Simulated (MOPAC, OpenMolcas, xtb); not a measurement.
SiClF2 (SMILES F[Si](F)Cl): methods side by side

The species is SiClF2 (4 atoms), meant as a doublet with charge 0. As SMILES, `F[Si](F)Cl`. The shape is that of a PBE0-D4/def2-TZVP optimisation.

Each level gives the dipole moment (D). The values are calculated.

| level | kind | program | value (D) |
| --- | --- | --- | --- |
| AM1 | semi-empirical | MOPAC | 2.43 |
| PM3 | semi-empirical | MOPAC | 1.99 |
| PM6 | semi-empirical | MOPAC | 1.67 |
| GFN2-xTB | semi-empirical | xtb | 0.78 |
| UHF/STO-3G | Hartree–Fock | OpenMolcas | 2.75 |
| UHF/3-21G | Hartree–Fock | OpenMolcas | 2.42 |
| UHF/def2-SVP | Hartree–Fock | OpenMolcas | 1.59 |
| ROHF/cc-pCVDZ (Cholesky decomposition) | Hartree–Fock | OpenMolcas | 1.58 |
| UPBE/6-31G** (spherical functions) | GGA | OpenMolcas | 0.92 |
| URPBE/cc-pV(D+d)Z (RICD fitting) | GGA | OpenMolcas | 0.85 |

The values span 0.78 to 2.75 D. Magnitudes only: a small dipole may point the other way at some levels. Sets without polarisation functions give poor dipoles. Without the sets that lack polarisation functions the rows with a basis span only 0.85 to 1.59 D.

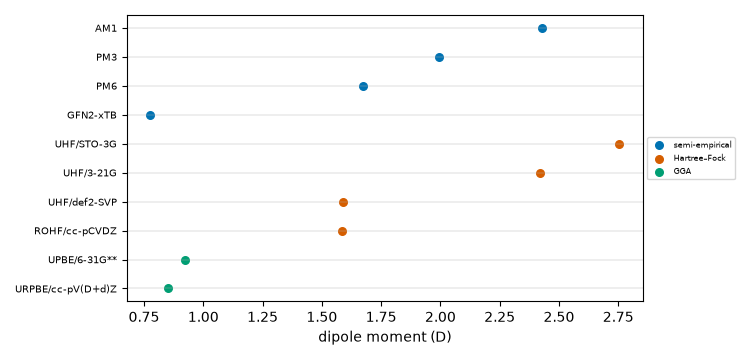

The values of the table, level by level.
